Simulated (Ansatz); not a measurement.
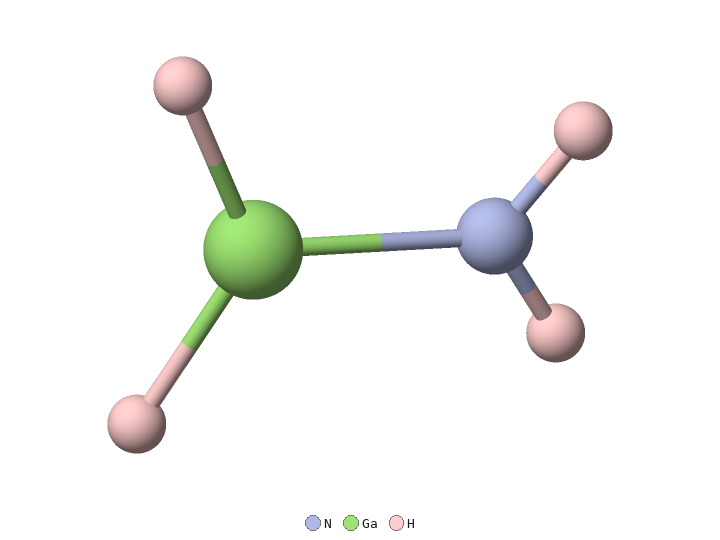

Harmonic vibrations computed with RKS PBE0-D4/def2-TZVP (Ansatz 0.2.0) at a stationary point of the same level.

Is this a minimum or a saddle point?

A minimum: no imaginary frequency, and the lowest mode lies at 313 cm⁻¹.

How many vibrational modes are there, and where do they lie?

12 modes: 313, 436, 539, 617, 695, 748, 767, 1565, 2000, 2001, 3616, 3722 cm⁻¹.
